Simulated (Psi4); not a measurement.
# Geometry relaxation of InH2 (part 3 of 3)

The same run, continued: InH2, multiplicity 2, SMILES [InH2]; B97-3c/def2-mTZVP, UKS, core potentials def2 (Psi4 1.11). The geometry comes from this level: PBE0-D4/def2-TZVP.

Geometry of the input (Å):
```
In 0.3846  -0.4254  0.1498
H  0.6913  1.2654  0.5216
H  -1.0869  -0.9048  -0.6847
```

**The program's output, continued**
```
 ------------------------------------------------------------------------------------

	total time  =          1 seconds =       0.02 minutes

         ------------------------------------------------------------
                                   SCF GRAD
         ------------------------------------------------------------

  ==> Geometry <==

    Molecular point group: c1
    Full point group: Cs

    Geometry (in Angstrom), charge = 0, multiplicity = 2:

       Center              X                  Y                   Z               Mass
    ------------   -----------------  -----------------  -----------------  -----------------
         IN           0.013369798655     0.007800874104     0.000000000000   114.903878776000
         H            0.013369798655    -1.773863264002     0.000000000000     1.007825032230
         H           -1.537683717013     0.884472086290     0.000000000000     1.007825032230

  Nuclear repulsion =   12.646485498220619

   => Molecular Quadrature <=

    Radial Scheme          =       TREUTLER
    Pruning Scheme         =           NONE
    Nuclear Scheme         =       TREUTLER

    Blocking Scheme        =         OCTREE
    BS radius alpha        =              1
    Pruning alpha          =              1
    Radial Points          =             75
    Spherical Points       =            302
    Total Points           =          65823
    Total Blocks           =            555
    Max Points             =            256
    Max Functions          =             42
    Weights Tolerance      =       1.00E-15

  -Total Gradient:
     Atom            X                  Y                   Z
    ------   -----------------  -----------------  -----------------
       1       -0.000248087176    -0.000144292172     0.000000000000
       2        0.000150224589    -0.000072554680     0.000000000000
       3        0.000011063273     0.000166206362    -0.000000000000

	total time  =          1 seconds =       0.02 minutes

    			-----------------------------------------

    			 OPTKING 3.0: for geometry optimizations

    			        with contributions from

    			-----------------------------------------

	                            ===> Fragment 1 <==

	 Z (Atomic Numbers)          Masses                          Geom
	      49.000000            114.903879         0.02526526  0.01474152  0.00000000
	       1.000000             1.007825          0.02526526 -3.35211575  0.00000000
	       1.000000             1.007825         -2.90580109  1.67141001  0.00000000

	 - Coordinate -           - BOHR/RAD -       - ANG/DEG -
	 R(1,2)           =         3.366857           1.781664
	 R(1,3)           =         3.366853           1.781662
	 B(2,1,3)         =         2.085242         119.475575

	        --- Internal Coordinate Step in ANG or DEG, aJ/ANG or AJ/DEG ---
	-------------------------------------------------------------------------------
	           Coordinate      Previous         Force          Change          New
	           ----------      --------        ------          ------        ------
	               R(1,2)       1.78166       -0.00046       -0.00001       1.78165
	               R(1,3)       1.78166       -0.00046       -0.00001       1.78165
	             B(2,1,3)     119.47558       -0.00005       -0.39211     119.08346
	-------------------------------------------------------------------------------

	                                 ==> Convergence Check <==

	Measures of convergence in internal coordinates in au.

	Criteria marked as inactive (o), active & met (*), and active & unmet ( ).

	----------------------------------------------------------------------------------------------
	   Step    Total Energy     Delta E     Max Force     RMS Force      Max Disp      RMS Disp
	----------------------------------------------------------------------------------------------
	  Convergence Criteria     1.00e-06 *    3.00e-04 *             o    1.20e-03 *             o
	----------------------------------------------------------------------------------------------
	     3    -191.62354787   -8.41e-06      6.03e-04      3.51e-04 o    6.84e-03      3.95e-03 o  ~
	----------------------------------------------------------------------------------------------

Next Geometry in Ang
	Fragment 1 (Ang)

	   In   0.0163963825   0.0095656929   0.0000000000
	    H   0.0102993824  -1.7720763826   0.0000000000
	    H  -1.5376398846   0.8809203861   0.0000000000

    Structure for next step:
    Molecular point group: c1
    Full point group: Cs

    Geometry (in Angstrom), charge = 0, multiplicity = 2:

    IN
    H             1          R2
    H             1          R3      2          A3

    A3        =  119.0834608478
    R2        =    1.7816525078
    R3        =    1.7816530866

gradient() will perform analytic gradient computation.

  ==> Geometry <==

    Molecular point group: c1
    Full point group: Cs

    Geometry (in Angstrom), charge = 0, multiplicity = 2:

       Center              X                  Y                   Z               Mass
    ------------   -----------------  -----------------  -----------------  -----------------
         IN           0.013421134138     0.007892486083     0.000000000000   114.903878776000
         H            0.013421134138    -1.773760021691     0.000000000000     1.007825032230
         H           -1.543587899870     0.873924003465     0.000000000000     1.007825032230

  Running in c1 symmetry.

  Rotational constants: A =     10.43337  B =      3.54586  C =      2.64645 [cm^-1]
  Rotational constants: A = 312784.63235  B = 106302.33512  C =  79338.51298 [MHz]
  Nuclear repulsion =   12.646903327063615

  Charge       = 0
  Multiplicity = 2
  Electrons    = 23
  Nalpha       = 12
  Nbeta        = 11

   => Molecular Quadrature <=

    Radial Scheme          =       TREUTLER
    Pruning Scheme         =           NONE
    Nuclear Scheme         =       TREUTLER

    Blocking Scheme        =         OCTREE
    BS radius alpha        =              1
    Pruning alpha          =              1
    Radial Points          =             75
    Spherical Points       =            302
    Total Points           =          65802
    Total Blocks           =            560
    Max Points             =            256
    Max Functions          =             42
    Weights Tolerance      =       1.00E-15

   => Auxiliary Basis Set <=

  Basis Set: (DEF2-MTZVP AUX)
    Blend: DEF2-UNIVERSAL-JKFIT
    Number of shells: 58
    Number of basis functions: 254
    Number of Cartesian functions: 349
    Spherical Harmonics?: true
    Max angular momentum: 5

  Cached 100.0% of DFT collocation blocks in 0.071 [GiB].

  Minimum eigenvalue in the overlap matrix is 2.9175923612E-03.
  Reciprocal condition number of the overlap matrix is 7.1260667918E-04.
    Using symmetric orthogonalization.

  ==> Iterations <==

                           Total Energy        Delta E     RMS |[F,P]|

   @DF-UKS iter   0:  -191.62351425456711   -1.91624e+02   4.10148e-05
   @DF-UKS iter   1:  -191.62354956230729   -3.53077e-05   4.75725e-06 DIIS
   @DF-UKS iter   2:  -191.62354958413212   -2.18248e-08   3.19072e-06 DIIS
   @DF-UKS iter   3:  -191.62354959981499   -1.56829e-08   1.58465e-06 DIIS
   @DF-UKS iter   4:  -191.62354960344223   -3.62724e-09   2.37338e-07 DIIS
   @DF-UKS iter   5:  -191.62354960352164   -7.94103e-11   1.73098e-07 DIIS
   @DF-UKS iter   6:  -191.62354960358948   -6.78426e-11   3.09243e-08 DIIS
   @DF-UKS iter   7:  -191.62354960359053   -1.05160e-12   1.26178e-08 DIIS
   @DF-UKS iter   8:  -191.62354960359096   -4.26326e-13   2.90624e-09 DIIS
  Energy and wave function converged.

  ==> Post-Iterations <==

   Electrons on quadrature grid:
      Nalpha   =   11.9999986875 ; deviation = -1.312e-06
      Nbeta    =   10.9999990901 ; deviation = -9.099e-07
      Ntotal   =   22.9999977776 ; deviation = -2.222e-06

   @Spin Contamination Metric:   2.358101827E-03
   @S^2 Expected:                7.500000000E-01
   @S^2 Observed:                7.523581018E-01
   @S   Expected:                5.000000000E-01
   @S   Observed:                5.000000000E-01

    Orbital Energies [Eh]
    ---------------------

    Alpha Occupied:

       1A     -4.494515     2A     -2.941117     3A     -2.931870
       4A     -2.928632     5A     -0.703315     6A     -0.699333
       7A     -0.696659     8A     -0.695723     9A     -0.691635
      10A     -0.376387    11A     -0.263222    12A     -0.164137

    Alpha Virtual:

      13A     -0.093380    14A      0.006568    15A      0.031249
      16A      0.059059    17A      0.064288    18A      0.066727
      19A      0.128085    20A      0.142737    21A      0.145791
      22A      0.149684    23A      0.249422    24A      0.265609
      25A      0.329653    26A      0.376771    27A      0.487010
      28A      0.488073    29A      0.499044    30A      0.908517
      31A      0.908684    32A      0.909242    33A      0.983979
      34A      1.018881    35A      2.312449    36A      2.349077
      37A      2.465780    38A     37.450641    39A     38.787956
      40A     38.803709    41A     38.834126    42A    125.022898

    Beta Occupied:

       1A     -4.494132     2A     -2.940726     3A     -2.931254
       4A     -2.928593     5A     -0.700752     6A     -0.696008
       7A     -0.694745     8A     -0.692008     9A     -0.688149
      10A     -0.362146    11A     -0.246760

    Beta Virtual:

      12A     -0.150708    13A     -0.093796    14A      0.010367
      15A      0.034804    16A      0.078808    17A      0.087388
      18A      0.103069    19A      0.122715    20A      0.123873
      21A      0.133240    22A      0.139762    23A      0.235920
      24A      0.263614    25A      0.335625    26A      0.377222
      27A      0.486096    28A      0.487493    29A      0.501235
      30A      0.917402    31A      0.923579    32A      0.925045
      33A      0.994044    34A      1.036054    35A      2.331258
      36A      2.368559    37A      2.473068    38A     37.451856
      39A     38.789521    40A     38.805990    41A     38.834088
      42A    125.023715

    Final Occupation by Irrep:
              A
    DOCC [    11 ]
    SOCC [     1 ]
    NA   [    12 ]
    NB   [    11 ]

  @DF-UKS Final Energy:  -191.62354960359096

   => Energetics <=

    Nuclear Repulsion Energy =             12.6469033270636153
    One-Electron Energy =                -361.2719867674439911
    Two-Electron Energy =                 174.7697136043295245
    DFT Exchange-Correlation Energy =     -17.7629806094199836
    Empirical Dispersion Energy =          -0.0051991581201417
    VV10 Nonlocal Energy =                  0.0000000000000000
    Total Energy =                       -191.6235496035909591

  UHF NO Occupations:
  HONO-2 :   10  A 1.9996010
  HONO-1 :   11  A 1.9993729
  HONO-0 :   12  A 1.0000000
  LUNO+0 :   13  A 0.0006271
  LUNO+1 :   14  A 0.0003990
  LUNO+2 :   15  A 0.0000600
  LUNO+3 :   16  A 0.0000576

Computation Completed

Properties will be evaluated at   0.000000,   0.000000,   0.000000 [a0]

Properties computed using the SCF density matrix

 Multipole Moments:

 ------------------------------------------------------------------------------------
     Multipole            Electronic (a.u.)      Nuclear  (a.u.)        Total (a.u.)
 ------------------------------------------------------------------------------------

 L = 1.  Multiply by 2.5417464519 to convert [e a0] to [Debye]
 Dipole X            :          2.5304855           -2.3589885            0.1714970
 Dipole Y            :          1.4880868           -1.3872363            0.1008505
 Dipole Z            :          0.0000000            0.0000000            0.0000000
 Magnitude           :                                                    0.1989524

 ------------------------------------------------------------------------------------

	total time  =          1 seconds =       0.02 minutes

         ------------------------------------------------------------
                                   SCF GRAD
         ------------------------------------------------------------

  ==> Geometry <==

    Molecular point group: c1
    Full point group: Cs

    Geometry (in Angstrom), charge = 0, multiplicity = 2:

       Center              X                  Y                   Z               Mass
    ------------   -----------------  -----------------  -----------------  -----------------
         IN           0.013421134138     0.007892486083     0.000000000000   114.903878776000
         H            0.013421134138    -1.773760021691     0.000000000000     1.007825032230
         H           -1.543587899870     0.873924003465     0.000000000000     1.007825032230

  Nuclear repulsion =   12.646903327063615

   => Molecular Quadrature <=

    Radial Scheme          =       TREUTLER
    Pruning Scheme         =           NONE
    Nuclear Scheme         =       TREUTLER

    Blocking Scheme        =         OCTREE
    BS radius alpha        =              1
    Pruning alpha          =              1
    Radial Points          =             75
    Spherical Points       =            302
    Total Points           =          65802
    Total Blocks           =            560
    Max Points             =            256
    Max Functions          =             42
    Weights Tolerance      =       1.00E-15

  -Total Gradient:
     Atom            X                  Y                   Z
    ------   -----------------  -----------------  -----------------
       1       -0.000046250222    -0.000027319436     0.000000000000
       2       -0.000008888534    -0.000030834366    -0.000000000000
       3       -0.000031347933     0.000007292991    -0.000000000000

	total time  =          0 seconds =       0.00 minutes

    			-----------------------------------------

    			 OPTKING 3.0: for geometry optimizations

    			        with contributions from

    			-----------------------------------------

	                            ===> Fragment 1 <==

	 Z (Atomic Numbers)          Masses                          Geom
	      49.000000            114.903879         0.02536227  0.01491464  0.00000000
	       1.000000             1.007825          0.02536227 -3.35192065  0.00000000
	       1.000000             1.007825         -2.91695838  1.65147702  0.00000000

	 - Coordinate -           - BOHR/RAD -       - ANG/DEG -
	 R(1,2)           =         3.366835           1.781653
	 R(1,3)           =         3.366836           1.781653
	 B(2,1,3)         =         2.078398         119.083461

	        --- Internal Coordinate Step in ANG or DEG, aJ/ANG or AJ/DEG ---
	-------------------------------------------------------------------------------
	           Coordinate      Previous         Force          Change          New
	           ----------      --------        ------          ------        ------
	               R(1,2)       1.78165       -0.00011       -0.00005       1.78160
	               R(1,3)       1.78165       -0.00012       -0.00005       1.78160
	             B(2,1,3)     119.08346       -0.00001       -0.04758     119.03588
	-------------------------------------------------------------------------------

	                                 ==> Convergence Check <==

	Measures of convergence in internal coordinates in au.

	Criteria marked as inactive (o), active & met (*), and active & unmet ( ).

	----------------------------------------------------------------------------------------------
	   Step    Total Energy     Delta E     Max Force     RMS Force      Max Disp      RMS Disp
	----------------------------------------------------------------------------------------------
	  Convergence Criteria     1.00e-06 *    3.00e-04 *             o    1.20e-03 *             o
	----------------------------------------------------------------------------------------------
	     4    -191.62354960   -1.74e-06      6.72e-05 *    4.04e-05 o    8.31e-04 *    4.87e-04 o  ~
	----------------------------------------------------------------------------------------------

Next Geometry in Ang
	Fragment 1 (Ang)

	   In   0.0137717941   0.0080990069   0.0000000000
	    H   0.0130321155  -1.7735000610   0.0000000000
	    H  -1.5435495412   0.8734575219   0.0000000000

    Final optimized geometry and variables:
    Molecular point group: c1
    Full point group: Cs

    Geometry (in Angstrom), charge = 0, multiplicity = 2:

    IN
    H             1          R2
    H             1          R3      2          A3

    A3        =  119.0834608478
    R2        =    1.7816525078
    R3        =    1.7816530866

    Psi4 run time: 0:00:07.62

[set-up sections that repeat, and orbital energies of the middle runs, are left out above]
```

**Standard output**
```
Optimizer: Optimization complete!
```

**Trajectory as extended XYZ (Å, eV, eV/Å), 4 frames, from step=0 to step=3**
```
3
Properties=species:S:1:pos:R:3:forces:R:3 step=0 energy=-5214.33758
In    0.3846   -0.4254    0.1498    0.1558  -0.1634   0.0617
H     0.6913    1.2654    0.5216    0.0136   0.1886   0.0306
H    -1.0869   -0.9048   -0.6847   -0.1647  -0.0300  -0.0905
3
Properties=species:S:1:pos:R:3:forces:R:3 step=1 energy=-5214.34215
In    0.3848   -0.4257    0.1499    0.0316  -0.0331   0.0125
H     0.6952    1.2857    0.5262   -0.0137   0.0150  -0.0053
H    -1.1096   -0.8940   -0.6953   -0.0143   0.0143  -0.0058
3
Properties=species:S:1:pos:R:3:forces:R:3 step=2 energy=-5214.34238
In    0.3848   -0.4258    0.1499    0.0098  -0.0103   0.0039
H     0.6956    1.2876    0.5266   -0.0074  -0.0016  -0.0041
H    -1.1159   -0.8790   -0.6968    0.0010   0.0084   0.0016
3
Properties=species:S:1:pos:R:3:forces:R:3 step=3 energy=-5214.34242
In    0.3848   -0.4259    0.1499    0.0018  -0.0019   0.0007
H     0.6956    1.2875    0.5266    0.0001  -0.0016  -0.0001
H    -1.1192   -0.8674   -0.6971    0.0015   0.0000   0.0008
```

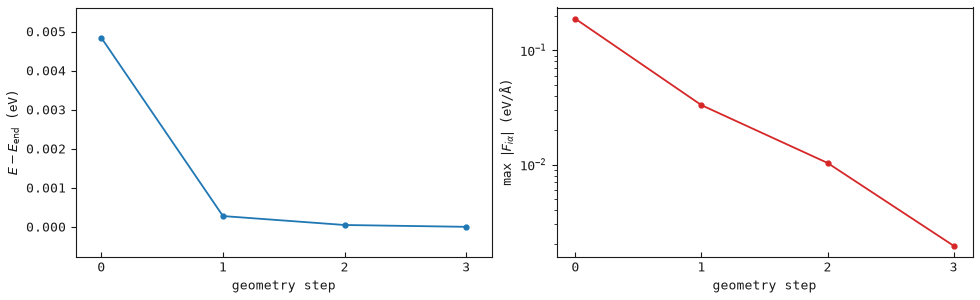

Fig. 1: Progress of the relaxation, step by step (steps are counted from 0).

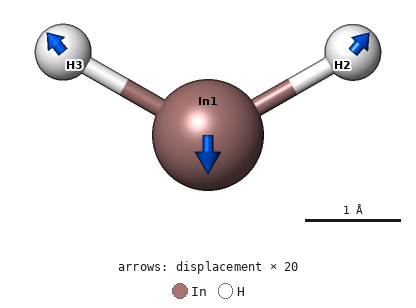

Fig. 2: The starting structure with the displacements as blue arrows, magnified 20 times (ball-and-stick view, seen at a tilt). The two geometries are laid on each other by the best rigid fit. After 3 geometry steps the energy has fallen by 0.005 eV. The largest force component goes from 0.19 to 0.0019 eV/Å. In1 moves most after the best rigid fit: 0.021 Å. By element the largest moves are In 0.021 Å, H 0.014 Å. Among the contacts that change: In1–H2 1.758 → 1.782 Å. (Atoms are counted from 1 in the order of the input.)

**Results in brief**

| quantity | value |
| --- | --- |
| outcome | converged |
| total energy | −191.623550 hartree |
| dispersion energy | −0.002395 hartree |
| ⟨S²⟩ | 0.752 |
| dipole moment | 0.51 D |
| wall time | 8.4 s |
| peak memory | 0.32 GiB |
